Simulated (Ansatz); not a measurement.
Input file:

```
crystal:
  lattice:
    - [4.0282861333, 0.0, 0.0]
    - [0.0, 4.0282861333, 0.0]
    - [0.0, 0.0, 4.0282861333]
  atoms:
    - { symbol: Ta, position: [0.0, 0.5, 0.5] }
    - { symbol: Ta, position: [0.5, 0.0, 0.5] }
    - { symbol: Ta, position: [0.5, 0.5, 0.0] }
    - { symbol: Be, position: [0.0, 0.0, 0.0] }
basis:
  ecutwfc: 420
kpoints:
  mp_grid: { grid: [12, 12, 12] }
hamiltonian:
  xc: pbe
scf:
  occupations: { method: gaussian, width: 0.1 }
output:
  forces: true
  stress: true
  eigenvalues: true
  write_density: true
  write_potential: true
  elf: true
  volumetric_format: npy
relax:
  adjacent_minimum: "off"
  f_tol: 0.01
  max_steps: 80
  cell: { stress_tol: 0.05 }
```

Run with:

```sh
ansatz run input.yaml --threads 1 --pin off --max-ram 2560MiB --backend cpu --events-out ev --progress --plain --runs-dir out
```

Below, planes, directions and counts refer to the conventional cell (a = 4.03 Å, b = 4.03 Å, c = 4.03 Å, α = 90.00°, β = 90.00°, γ = 90.00°).

The fields are those of the relaxed geometry.

Space group Pm-3m; started from the Cu3Au (L1_2)_221 prototype, which need not be the ambient phase; computed without spin polarisation.

Method: DFT PBE, scalar-relativistic, plane waves, PAW (Ansatz).

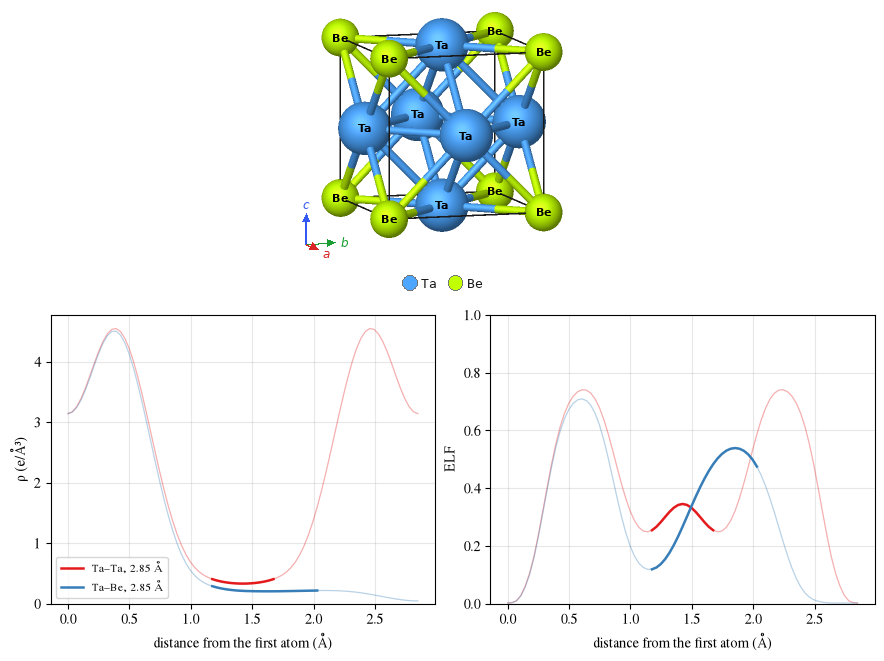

Ta3Be. Valence electron density and electron localisation function along straight lines between neighbouring atoms. Thin, pale parts lie inside the atomic spheres. The structure is drawn too.

In a PAW calculation such maps are meaningful between the atoms, not at the nuclei.

### Compare the contacts.

Ta–Ta (2.85 Å): the density is about 0.33 e/Å³ at the midpoint; the ELF is about 0.35 at the midpoint.
Ta–Be (2.85 Å): ρ at the midpoint is about 0.21 e/Å³; the ELF is about 0.25 at the midpoint: no localised pair shows between them.
